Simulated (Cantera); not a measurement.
Feed: 1 mol SiHCl3, 79 mol N2, equilibrated at 0.0133 bar.

These are equilibrium values from Cantera (NASA tables, ideal gas, pure condensed phases), not measurements of a reactor. Candidate condensed phases: NH4Cl, Si, Si3N4; 28 gas species. N2 is the only nitrogen source here; it is nearly inert below about 1500 K, so the nitride shown seldom forms there in practice. The tables' values for SiCl3 are old estimates; treat these amounts as uncertain. Equilibrium is a limit: real reactors are often held back by kinetics, nucleation or transport.

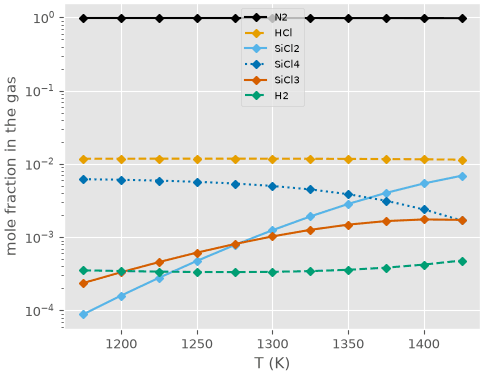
Figure: Equilibrium gas composition (values under 1e-9 drawn at 1e-9)

From 1175 K to 1425 K the condensed part is Si3N4(s). The main Si-bearing gas is SiCl4 at 1175 K and SiCl2 at 1425 K. The share of Si in condensed phases is highest at 1175 K (47.7 %) and lowest at 1425 K (16.8 %).
